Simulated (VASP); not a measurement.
Band structure of Pb (fcc). These are vdW-DF2, VASP's PBE PAW potentials (set 64) (plane waves; VASP 6.6.1) values and carry that method's errors.

Unless said otherwise, spin-orbit coupling is left out, though it shifts the bands of the heavy elements here.

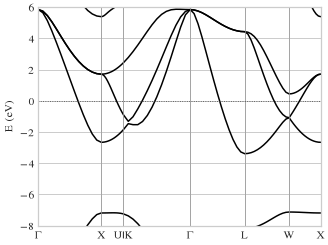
Figure. Bands along high-symmetry lines, zero at the valence-band maximum or, without a gap, the Fermi level

### Question
Read the plot: is there a gap, and where are the band edges?

### Answer
It has no gap at this level: it comes out as a metal or semimetal. (Edges off the drawn lines would not show.)

The compound is Pb in the fcc structure. It was relaxed first, which changed the volume by +18 %.
